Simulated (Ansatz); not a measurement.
**HNO (nitroxyl) at CCSD/STO-3G**

Aim: the electronic atomisation energy of HNO (nitroxyl) at CCSD/STO-3G, from 4 runs. 

Program for the calculation: Ansatz 0.2.0.

52 further runs of the same task are left out: 1 that didn't finish, 51 set aside as unsound or not needed.

## Step 1: The molecule

The species is HNO (3 atoms), meant as a singlet with charge 0. As SMILES, `N=O`. The shape is that of a GFN2-xTB optimisation.

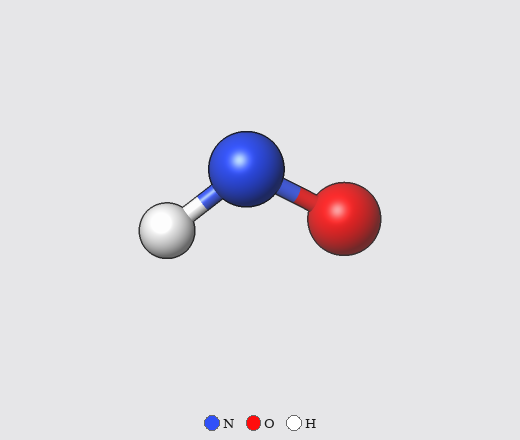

The structure, seen from a chosen angle (nitrogen blue, oxygen red, hydrogen white).

## Step 2: The energy at CCSD/STO-3G

input.yaml reads:

```yaml
crystal:
  periodic: [false, false, false]
  atoms:
    - symbol: "N"
      position_ang: [-0.275940, 0.297220, -0.114780]
    - symbol: O
      position_ang: [0.768580, 0.418030, 0.466150]
    - symbol: H
      position_ang: [-0.492640, -0.715240, -0.351380]
basis:
  gaussian: {orbitals: STO-3G}
correlation: {method: ccsd, frozen_orbitals: {H: 0, "N": 1, O: 1}}
accuracy: high
scf: {omitted_lower_state_checks: [cluster_reference, increment]}
```

The run is started by

```sh
$ ansatz run input.yaml --threads 1 --pin off --max-ram 2610MiB --events-out events.jsonl --progress --plain --runs-dir runs
```

What it wrote (excerpt; [...] marks lines left out):

```text
Warning: RAYON_NUM_THREADS=1 ignored (pool sized by the plan → 1); use --threads N
Functional definition: HF
  name "HF"
[...]
168 factors; integrals over basis functions are off by at most 2.2e-8 eV
[...]
mean field -3484.66927338 eV, -128.0592338031 hartree, gradient 1.1e-8 eV, S^2 0.000000; 0 other end points of the search recorded, 0 dependent functions left out; unrestricted orbitals would lower it
2 core orbitals not correlated: weight in the atoms' cores, before any rotation towards them, 1.000 or more for the frozen orbitals, at most 0.000 for the correlated occupied ones
reference -3484.66927338 eV, -128.0592338031 hartree; 6, 6 occupied and 3, 3 virtual orbitals, 168 factors
second order -3.25422883 eV of doubles, -0.00000000 eV of singles
cycle   1  -3.61763260 eV  change   -3.6e-1 eV  update   6.3e-2
[...]
cycle  24  -3.88790016 eV  change  -3.3e-11 eV  update  1.1e-10
Total energy: -3488.55717355 eV, -128.2021114988 hartree
Checks for a lower state left out: cluster_reference, increment
```

Run time: 0.1 s. Hardware: 1 thread of Arm Neoverse V2, shared host.

## Step 3: The H atom: the energy at UHF/STO-3G

in.yaml reads:

```yaml
crystal:
  periodic: [false, false, false]
  atoms:
    - {symbol: H, position_ang: [0.000000, 0.000000, 0.000000]}
basis:
  gaussian: {orbitals: STO-3G}
accuracy: high
magnetization: {spin_polarized: true, initial_magnetization: 1}
hamiltonian: {xc: hf}
```

Run the same way, it converges to -0.46658 Eh (log not shown).

## Step 4: The N atom, same level

input.yaml reads:

```yaml
basis:
  gaussian:
    orbitals: STO-3G
crystal:
  periodic: [false, false, false]
  atoms:
    - symbol: N
      position_ang: [0.000000, 0.000000, 0.000000]
magnetization:
  spin_polarized: true
  initial_magnetization: 3
correlation:
  method: ccsd
  frozen_orbitals: {"N": 1}
scf:
  omitted_lower_state_checks: [cluster_reference, increment]
accuracy: high
```

Run the same way, it converges to -53.71901 Eh (log not shown).

## Step 5: The O atom at the same level

molecule.yaml reads:

```yaml
crystal:
  periodic: [false, false, false]
  atoms:
    - {symbol: O, position_ang: [0.000000, 0.000000, 0.000000]}
basis:
  gaussian:
    orbitals: STO-3G
correlation:
  method: ccsd
  frozen_orbitals: {O: 1}
magnetization:
  spin_polarized: true
  initial_magnetization: 2
accuracy: high
scf:
  omitted_lower_state_checks: [cluster_reference, increment]
```

The run is started by

```sh
$ ansatz run molecule.yaml --threads 1 --pin off --max-ram 2610MiB --events-out events.jsonl --progress --plain --runs-dir runs
```

What it wrote (excerpt; [...] marks lines left out):

```text
Warning: RAYON_NUM_THREADS=1 ignored (pool sized by the plan → 1); use --threads N
[... 2 set-up lines as earlier in the session ...]
[...]
15 factors; integrals over basis functions are off by at most 1.1e-9 eV
[...]
mean field -2008.31323932 eV, -73.8041502613 hartree, gradient 0.0e0 eV, S^2 2.000000; 2 other end points of the search recorded, 0 dependent functions left out
1 core orbitals not correlated: weight in the atoms' cores, before any rotation towards them, 1.000 or more for the frozen orbitals, at most 0.000 for the correlated occupied ones
reference -2008.31323932 eV, -73.8041502613 hartree; 4, 2 occupied and 0, 2 virtual orbitals, 15 factors
second order 0.00000000 eV of doubles, 0.00000000 eV of singles
cycle   1  0.00000000 eV  change     0.0e0 eV  update    0.0e0
cycle   2  0.00000000 eV  change     0.0e0 eV  update    0.0e0
Total energy: -2008.31323932 eV, -73.8041502613 hartree
Checks for a lower state left out: cluster_reference, increment
```

Wall time 0.06 s (1 thread of Arm Neoverse V2, shared host).

## Step 6: Outcome

Level: CCSD/STO-3G, 2 core orbitals frozen.

```
                                             quantity          value
                               molecule: total energy  -128.20211 Eh
molecule: correlation energy (2 core orbitals frozen)     -142.9 mEh
                              molecule: T1 diagnostic          0.011
                                 H atom: total energy    -0.46658 Eh
                                         H atom: ⟨S²⟩          0.750
                                 N atom: total energy   -53.71901 Eh
   N atom: correlation energy (1 core orbital frozen)        0.0 mEh
            N atom: ⟨S²⟩ of the reference determinant          3.750
                                N atom: T1 diagnostic          0.000
                                 O atom: total energy   -73.80415 Eh
   O atom: correlation energy (1 core orbital frozen)        0.0 mEh
            O atom: ⟨S²⟩ of the reference determinant          2.000
                                O atom: T1 diagnostic          0.000
                        electronic atomisation energy       5.779 eV
```

Taking the molecule apart into free atoms costs 5.78 eV (133 kcal/mol), before zero-point energy and without spin-orbit coupling. In a minimal basis such a difference can be off by several eV, whatever the method. The restricted solution (molecule) is unstable to spin breaking: an unrestricted one lies lower.
